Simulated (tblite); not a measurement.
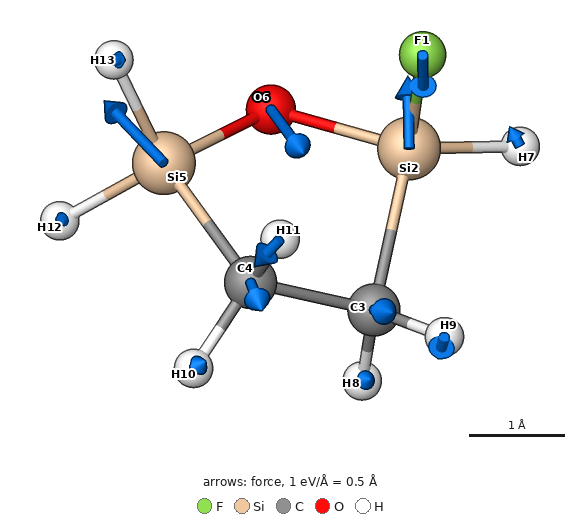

Starting geometry of C2H7FOSi2 with the computed forces as blue arrows. A ball-and-stick model, seen at a tilt.

Level of theory: GFN2-xTB geometry optimisation, gas phase (tblite). 

**What follows when this structure is relaxed?**

It isn't relaxed: the largest force vector, on O6, is 2.71 eV/Å. The final displacements follow the starting forces only in part (cosine between the two patterns 0.35). The energy falls by 81.5 kJ/mol in 72 geometry steps. F1 moves most after the best rigid fit: 0.83 Å. By element the largest moves are F 0.83 Å, O 0.60 Å, H 0.57 Å, C 0.19 Å, Si 0.12 Å. Some distances before and after: F1–Si2 1.693 → 1.609 Å, Si5–O6 1.727 → 1.645 Å, Si2–O6 1.695 → 1.623 Å, C4–Si5 1.847 → 1.912 Å. Among the angles between lasting bonds that change: Si2–O6–Si5 99.9° → 119.7°, C3–Si2–H7 112.6° → 121.0°, Si2–C3–C4 99.8° → 107.7°. The run took 0.32 s on 1 thread of Arm Neoverse V2, with other jobs on the host.
